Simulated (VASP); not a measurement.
Band structure of NiAl (CsCl type). All values below come from PBEsol GGA, VASP's PBE PAW potentials (set 64) (plane waves; VASP).

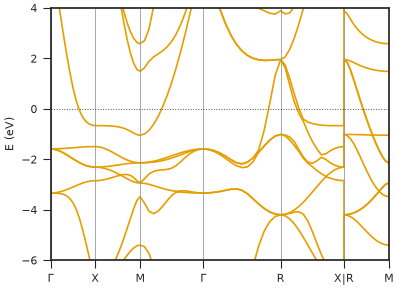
Figure. Bands along high-symmetry lines, zero at the valence-band maximum or, without a gap, the Fermi level

Question: Read the plot: is there a gap, and where are the band edges?

Answer: It has no gap at this level: it comes out as a metal or semimetal. (Edges off the drawn lines would not show.)

The compound is NiAl in the CsCl type structure. It was relaxed first. The run is not spin-polarised, so no magnetic state was tried. The electron count is odd and the run is not spin-polarised, which forces a metal.
